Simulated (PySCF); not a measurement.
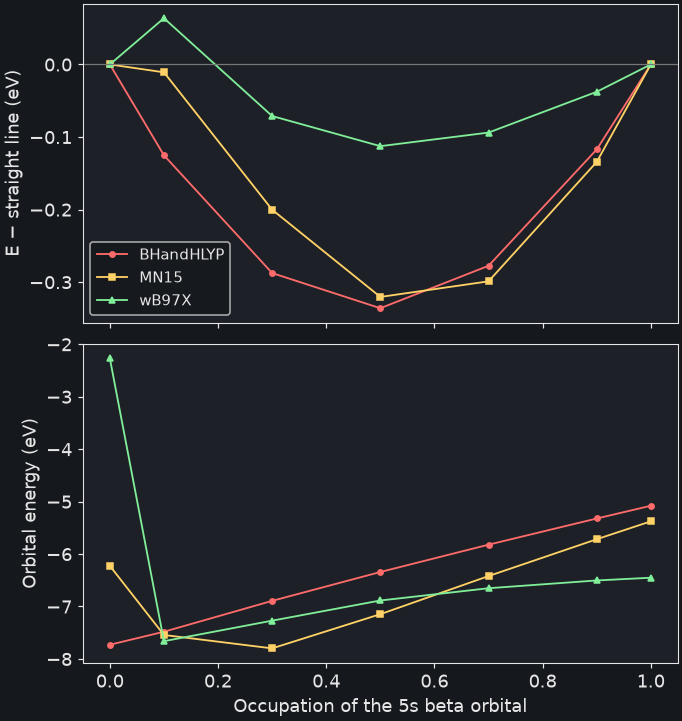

One 5s beta orbital of neutral zirconium ([Kr] 4d² 5s²) is emptied in steps. The plot gives the energy less the straight line between the integer ends; the lower panel gives the orbital energy. PySCF, def2-TZVP with a 28-electron core potential, unrestricted single determinants, no spin-orbit coupling.

Describe the curvature of each method.

Answer. BHandHLYP: convex (delocalisation error), largest departure −0.34 eV, removal energy 6.373 eV, orbital energy from −5.08 eV when full to −7.73 eV when empty; MN15: S-shaped, concave at low filling and convex at high, largest departure −0.32 eV, removal energy 6.890 eV, orbital energy from −5.38 eV when full to −6.23 eV when empty; wB97X: S-shaped, concave at low filling and convex at high, largest departure −0.11 eV, removal energy 6.854 eV, orbital energy from −6.45 eV when full to −2.27 eV when empty. The measured removal energy is 6.634 eV. The exact energy is a straight line between whole electron numbers.
